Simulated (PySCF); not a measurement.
# CH₇AlFN: electronic excitations at several levels of theory, part 2 of 2

PySCF 2.14.0. Atoms count from 0.

## Step 9: Excited states and response: wB97X-D/def2-SVPD

The job: settings as JSON, then the geometry in Å.

```
{"job": {"kind": "uv", "xc": "wB97X-D", "basis": "def2-SVPD", "ip": true}, "charge": 0, "multiplicity": 1}
C     -1.593955    -0.407917    -0.064786
Al    -0.112948     0.874738    -0.197291
N      1.532776    -0.319179     0.145674
F      0.143909     1.874066     1.148188
H     -1.619211    -0.921087     0.912708
H     -1.550204    -1.186129    -0.847365
H     -2.571825     0.089891    -0.179860
H      0.301657     1.539871    -1.594923
H      1.441620    -0.810871     1.036230
H      1.693190    -1.018382    -0.580596
H      2.370855     0.261859     0.204634
```

Method: TDDFT wB97X-D/def2-SVPD, vertical, gas phase, core orbitals frozen in the response.

The program printed:

```text
coarse grid: 9200 points
cycle   1  E = -439.0447936532  dE = -1.183e-01  |g| = 6.469e-01  |ddm| = 3.660e+00
cycle   2  E = -439.0396579132  dE =  5.136e-03  |g| = 7.737e-01  |ddm| = 1.025e+00
cycle   3  E = -439.1335054475  dE = -9.385e-02  |g| = 5.869e-02  |ddm| = 4.657e-01
cycle   4  E = -439.1342328925  dE = -7.274e-04  |g| = 2.707e-02  |ddm| = 1.117e-01
cycle   5  E = -439.1344272634  dE = -1.944e-04  |g| = 4.120e-03  |ddm| = 4.039e-02
cycle   6  E = -439.1344327528  dE = -5.489e-06  |g| = 1.085e-03  |ddm| = 9.041e-03
final grid: 83304 points
cycle   7  E = -439.1899370204  dE = -5.447e-05  |g| = 8.022e-03  |ddm| = 1.345e-01
cycle   8  E = -439.1899362772  dE =  7.432e-07  |g| = 8.801e-03  |ddm| = 2.501e-02
cycle   9  E = -439.1899493851  dE = -1.311e-05  |g| = 5.668e-04  |ddm| = 5.514e-03
cycle  10  E = -439.1899494460  dE = -6.087e-08  |g| = 3.615e-04  |ddm| = 1.764e-03
cycle  11  E = -439.1899494737  dE = -2.775e-08  |g| = 4.325e-05  |ddm| = 9.220e-04
cycle  12  E = -439.1899494745  dE = -7.735e-10  |g| = 1.186e-05  |ddm| = 1.253e-04
converged SCF energy = -439.1899494745

Static polarisability (au): isotropic 51.094, principal 47.087 50.653 55.541

Singlet excitations
state   eV       nm        f      main configurations
  1   6.6517    186.4   0.00674   H->L 0.91
  2   7.2831    170.2   0.09370   H->L+1 0.75
  3   7.5946    163.3   0.11762   H->L+2 0.72, H-1->L 0.10
  4   7.9437    156.1   0.05503   H-1->L 0.69, H->L+1 0.10, H->L+3 0.09
  5   8.4713    146.4   0.20836   H->L+3 0.65, H-1->L+1 0.10
  6   8.6732    143.0   0.03624   H-1->L+1 0.52, H->L+6 0.15, H->L+3 0.10
  7   8.6875    142.7   0.05130   H->L+4 0.77
  8   8.9312    138.8   0.07351   H-1->L+2 0.52, H->L+5 0.15
  9   9.0458    137.1   0.03852   H->L+6 0.36, H->L+5 0.33
 10   9.2867    133.5   0.07372   H->L+6 0.24, H->L+5 0.23, H-1->L+1 0.18

Triplet excitations (Tamm-Dancoff, eV): 6.5232 6.9158 7.3609 7.6467
Vertical ionisation energy (delta-SCF) = 9.6732 eV
```

Run time: 37 s. Hardware: 1 thread of Arm Neoverse N1, shared host; peak memory 0.67 GiB.

This run: HOMO -9.23 eV, LUMO 1.16 eV; lowest singlet 6.65 eV.

## Step 10: Excited states and response: LC-wPBE/def2-SVPD

The job, as its differences from that of step 9:

```diff
@@ -1,2 +1,2 @@
-{"job": {"kind": "uv", "xc": "wB97X-D", "basis": "def2-SVPD", "ip": true}, "charge": 0, "multiplicity": 1}
+{"job": {"kind": "uv", "xc": "LC-wPBE", "basis": "def2-SVPD", "ip": true}, "charge": 0, "multiplicity": 1}
 C     -1.593955    -0.407917    -0.064786
```

With the program's defaults for keys left out, this is: TDDFT LC-wPBE/def2-SVPD, vertical, gas phase, core orbitals frozen in the response.

The program printed:

```text
coarse grid: 9200 points
cycle   1  E = -438.9072803412  dE = -1.161e-01  |g| = 6.352e-01  |ddm| = 3.603e+00
cycle   2  E = -438.9169241379  dE = -9.644e-03  |g| = 7.116e-01  |ddm| = 9.417e-01
cycle   3  E = -438.9944017604  dE = -7.748e-02  |g| = 5.094e-02  |ddm| = 4.171e-01
cycle   4  E = -438.9951077947  dE = -7.060e-04  |g| = 2.283e-02  |ddm| = 1.248e-01
cycle   5  E = -438.9952575547  dE = -1.498e-04  |g| = 4.647e-03  |ddm| = 3.706e-02
cycle   6  E = -438.9952648140  dE = -7.259e-06  |g| = 8.738e-04  |ddm| = 9.936e-03
final grid: 83304 points
cycle   7  E = -439.0663435991  dE = -2.370e-05  |g| = 7.948e-03  |ddm| = 4.329e-02
cycle   8  E = -439.0663434652  dE =  1.340e-07  |g| = 8.466e-03  |ddm| = 1.213e-02
cycle   9  E = -439.0663548574  dE = -1.139e-05  |g| = 5.128e-04  |ddm| = 5.175e-03
cycle  10  E = -439.0663549092  dE = -5.179e-08  |g| = 1.900e-04  |ddm| = 8.204e-04
cycle  11  E = -439.0663549185  dE = -9.372e-09  |g| = 3.488e-05  |ddm| = 3.260e-04
cycle  12  E = -439.0663549190  dE = -4.328e-10  |g| = 1.269e-05  |ddm| = 1.004e-04
converged SCF energy = -439.0663549190

Static polarisability (au): isotropic 49.834, principal 46.294 49.404 53.804

Singlet excitations
state   eV       nm        f      main configurations
  1   7.2674    170.6   0.01180   H->L 0.75
  2   7.6292    162.5   0.08008   H->L+1 0.57, H->L 0.12
  3   7.9814    155.3   0.14909   H->L+2 0.58, H->L+1 0.09
  4   8.5146    145.6   0.06722   H-1->L 0.62, H->L+3 0.11
  5   8.9735    138.2   0.24910   H-1->L+1 0.34, H->L+3 0.26, H->L+6 0.10
  6   9.1582    135.4   0.10421   H->L+3 0.26, H-1->L+1 0.24
  7   9.1875    134.9   0.02931   H->L+4 0.46, H->L+3 0.13
  8   9.3618    132.4   0.05945   H-1->L+2 0.43, H->L+4 0.11, H->L+5 0.08
  9   9.5595    129.7   0.02477   H->L+6 0.23, H->L+5 0.19, H->L+7 0.13
 10   9.8176    126.3   0.05474   H->L+7 0.26, H->L+6 0.15

Triplet excitations (Tamm-Dancoff, eV): 6.8485 7.1535 7.4015 8.0322
Vertical ionisation energy (delta-SCF) = 9.8724 eV
```

Run time: 50 s. Hardware: 1 thread of Arm Neoverse N1, shared host; peak memory 0.67 GiB.

Key values: HOMO -10.09 eV, LUMO 1.23 eV; lowest singlet 7.27 eV.

## Step 11: Excited states and response: PBE0/6-31G*

The job, as its differences from that of step 10:

```diff
@@ -1,2 +1,2 @@
-{"job": {"kind": "uv", "xc": "LC-wPBE", "basis": "def2-SVPD", "ip": true}, "charge": 0, "multiplicity": 1}
+{"job": {"kind": "uv", "xc": "PBE0", "basis": "6-31G*"}, "charge": 0, "multiplicity": 1}
 C     -1.593955    -0.407917    -0.064786
```

With the program's defaults for keys left out, this is: TDDFT PBE0/6-31G*, vertical, gas phase, core orbitals frozen in the response.

The program printed:

```text
coarse grid: 9200 points
cycle   1  E = -439.0161025690  dE = -6.225e-02  |g| = 7.403e-01  |ddm| = 2.513e+00
cycle   2  E = -438.9187772082  dE =  9.733e-02  |g| = 1.079e+00  |ddm| = 1.412e+00
cycle   3  E = -439.1247176516  dE = -2.059e-01  |g| = 1.055e-01  |ddm| = 8.623e-01
cycle   4  E = -439.1268384247  dE = -2.121e-03  |g| = 3.571e-02  |ddm| = 1.073e-01
cycle   5  E = -439.1271484312  dE = -3.100e-04  |g| = 4.311e-03  |ddm| = 3.209e-02
cycle   6  E = -439.1271537953  dE = -5.364e-06  |g| = 8.290e-04  |ddm| = 5.225e-03
final grid: 83304 points
cycle   7  E = -439.0980029690  dE = -1.447e-05  |g| = 7.597e-03  |ddm| = 1.290e-02
cycle   8  E = -439.0979954538  dE =  7.515e-06  |g| = 9.716e-03  |ddm| = 1.263e-02
cycle   9  E = -439.0980164553  dE = -2.100e-05  |g| = 4.956e-04  |ddm| = 6.768e-03
cycle  10  E = -439.0980164966  dE = -4.128e-08  |g| = 1.293e-04  |ddm| = 4.067e-04
cycle  11  E = -439.0980164994  dE = -2.765e-09  |g| = 2.470e-05  |ddm| = 1.002e-04
cycle  12  E = -439.0980164995  dE = -1.121e-10  |g| = 9.562e-06  |ddm| = 2.497e-05
converged SCF energy = -439.0980164995

Static polarisability (au): isotropic 39.964, principal 37.455 39.122 43.315

Singlet excitations
state   eV       nm        f      main configurations
  1   6.4473    192.3   0.00308   H->L 0.98
  2   7.5417    164.4   0.02996   H->L+1 0.90
  3   7.7571    159.8   0.13491   H-1->L 0.52, H->L+2 0.45
  4   7.9063    156.8   0.10552   H->L+2 0.46, H-1->L 0.46
  5   8.7120    142.3   0.01725   H->L+3 0.98
  6   8.8710    139.8   0.02675   H-1->L+1 0.56, H-2->L 0.38
  7   8.9890    137.9   0.00351   H-3->L 0.94
  8   9.0497    137.0   0.00594   H->L+4 0.31, H-2->L 0.27, H-1->L+2 0.24
  9   9.1541    135.4   0.05536   H->L+4 0.46, H-2->L 0.23, H-1->L+1 0.23
 10   9.2003    134.8   0.07201   H-1->L+2 0.68, H->L+4 0.19

Triplet excitations (Tamm-Dancoff, eV): 6.2983 6.9994 7.3903 7.4595
```

It took 8.8 s on 1 thread of Arm Neoverse N1, shared host; peak memory 0.43 GiB.

This run: HOMO -7.00 eV, LUMO 0.61 eV; lowest singlet 6.45 eV.

## Step 12: Excited states and response: PBE0/def2-SVP

The job, as its differences from that of step 11:

```diff
@@ -1,2 +1,2 @@
-{"job": {"kind": "uv", "xc": "PBE0", "basis": "6-31G*"}, "charge": 0, "multiplicity": 1}
+{"job": {"kind": "uv", "xc": "PBE0", "basis": "def2-SVP"}, "charge": 0, "multiplicity": 1}
 C     -1.593955    -0.407917    -0.064786
```

With the program's defaults for keys left out, this is: TDDFT PBE0/def2-SVP, vertical, gas phase, core orbitals frozen in the response.

The program printed:

```text
coarse grid: 9200 points
cycle   1  E = -438.7460922700  dE = -9.419e-02  |g| = 7.115e-01  |ddm| = 2.900e+00
cycle   2  E = -438.6539097583  dE =  9.218e-02  |g| = 1.046e+00  |ddm| = 1.635e+00
cycle   3  E = -438.8482766049  dE = -1.944e-01  |g| = 9.415e-02  |ddm| = 1.027e+00
cycle   4  E = -438.8499585380  dE = -1.682e-03  |g| = 3.488e-02  |ddm| = 1.096e-01
cycle   5  E = -438.8502549079  dE = -2.964e-04  |g| = 4.000e-03  |ddm| = 3.420e-02
cycle   6  E = -438.8502596185  dE = -4.711e-06  |g| = 7.473e-04  |ddm| = 5.024e-03
final grid: 83304 points
cycle   7  E = -438.9028133798  dE = -1.653e-05  |g| = 7.151e-03  |ddm| = 1.418e-02
cycle   8  E = -438.9028068342  dE =  6.546e-06  |g| = 9.016e-03  |ddm| = 1.262e-02
cycle   9  E = -438.9028252257  dE = -1.839e-05  |g| = 3.879e-04  |ddm| = 7.001e-03
cycle  10  E = -438.9028252490  dE = -2.338e-08  |g| = 1.501e-04  |ddm| = 4.306e-04
cycle  11  E = -438.9028252528  dE = -3.790e-09  |g| = 2.132e-05  |ddm| = 1.209e-04
cycle  12  E = -438.9028252529  dE = -7.958e-11  |g| = 9.910e-06  |ddm| = 2.504e-05
converged SCF energy = -438.9028252529

Static polarisability (au): isotropic 40.943, principal 38.071 40.038 44.718

Singlet excitations
state   eV       nm        f      main configurations
  1   6.4171    193.2   0.00481   H->L 0.99
  2   7.5839    163.5   0.09217   H->L+1 0.75, H-1->L 0.21
  3   7.7084    160.8   0.06041   H-1->L 0.73, H->L+1 0.15, H->L+2 0.10
  4   8.0229    154.5   0.08971   H->L+2 0.83, H->L+1 0.08
  5   8.5211    145.5   0.00825   H->L+3 0.97
  6   8.8074    140.8   0.01985   H->L+4 0.82, H-1->L+1 0.12
  7   8.9485    138.6   0.00872   H-2->L 0.57, H-1->L+1 0.28
  8   9.0423    137.1   0.00355   H-3->L 0.95
  9   9.0928    136.4   0.06628   H-1->L+1 0.54, H-2->L 0.33
 10   9.3401    132.7   0.06078   H-1->L+2 0.70, H->L+5 0.18

Triplet excitations (Tamm-Dancoff, eV): 6.2776 7.0271 7.4018 7.5575
```

It took 11 s on 1 thread of Arm Neoverse N1, shared host; peak memory 0.48 GiB.

In short: HOMO -7.16 eV, LUMO 0.34 eV; lowest singlet 6.42 eV.

## Step 13: Comparing the runs: electronic excitations

Excitations and ground-state properties, with basis size and wall time:

```csv
run,lowest singlet (eV),brightest (eV),f,gap (eV),α (Å³),μ (D),functions,time
LDA/def2-SVPD,4.91,7.50,0.094,4.86,8.23,5.49,143,49 s
PBE/def2-SVPD,4.86,7.56,0.080,4.82,8.09,5.45,143,52 s
B3LYP/def2-SVPD,5.55,8.07,0.122,6.33,7.71,5.52,143,30 s
PBE0/def2-SVPD,5.88,6.98,0.105,6.86,7.63,5.54,143,29 s
BHandHLYP/def2-SVPD,6.57,7.40,0.115,8.58,7.29,5.59,143,32 s
CAM-B3LYP/def2-SVPD,6.33,7.14,0.103,8.89,7.57,5.56,143,39 s
wB97X-D/def2-SVPD,6.65,8.47,0.208,10.38,7.57,5.55,143,37 s
LC-wPBE/def2-SVPD,7.27,8.97,0.249,11.32,7.38,5.61,143,50 s
PBE0/6-31G*,6.45,7.76,0.135,7.61,5.92,5.68,74,8.8 s
PBE0/def2-SVP,6.42,7.58,0.092,7.50,6.07,5.69,95,11 s
```

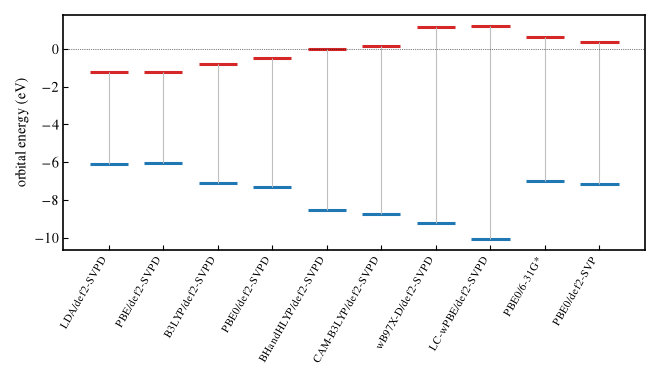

HOMO (blue) and LUMO (red) run by run.

## Step 14: Outcome

What follows sums up all 2 parts.

| quantity | value |
| --- | --- |
| point group | C1 |
| rotational constants (main isotopes) | 5.46, 4.67, 3.04 GHz |
| lowest singlet (LDA/def2-SVPD) | 4.91 eV (253 nm), f = 0.003 |
| brightest single state of those computed | state 9, 7.50 eV, f = 0.094 |
| lowest triplet | 4.82 eV |
| vertical ionisation energy (ΔSCF) | 9.33 eV |
| vertical electron affinity (ΔSCF) | -0.45 eV (unbound: the value hangs on the basis) |
| range of the lowest singlet | 4.86 to 7.27 eV |

**Reading.** Single values in the summary come from the first sound run of each kind (LDA/def2-SVPD), which need not be the best level. The start of the PBE0/def2-SVP relaxation was shaken at random by about 0.01 Å, so part of the energy gained, and of the first lengths quoted, undoes that. Relaxing lowered the energy by 0.118 eV in 7 steps; the close pair that moved most is Al1–H7, from 1.552 to 1.602 Å. No frequency check was run at this level, so the end point may be a saddle. The lowest singlet, at 4.91 eV, is HOMO→LUMO 1.00 and is weak; of the 10 states computed, the strongest absorption comes from state 9 at 7.50 eV (the last state computed absorbs too, and its partners may lie past the list). The lowest triplet lies 0.08 eV below the lowest singlet (triplets in Tamm-Dancoff, singlets in full TDDFT). The brightest state lies above −ε(HOMO) (6.09 eV), where this functional's continuum begins, so it hangs on the basis. The orbital energy would give 6.09 eV for ionisation, ΔSCF gives 9.33 eV. The lowest singlet runs from 4.86 eV (PBE/def2-SVPD) to 7.27 eV (LC-wPBE/def2-SVPD), while the orbital gap spans 4.82 to 11.32 eV. The lowest state need not be the same one in every run. The runs solved for a few states only, so the brightest column depends on that window.
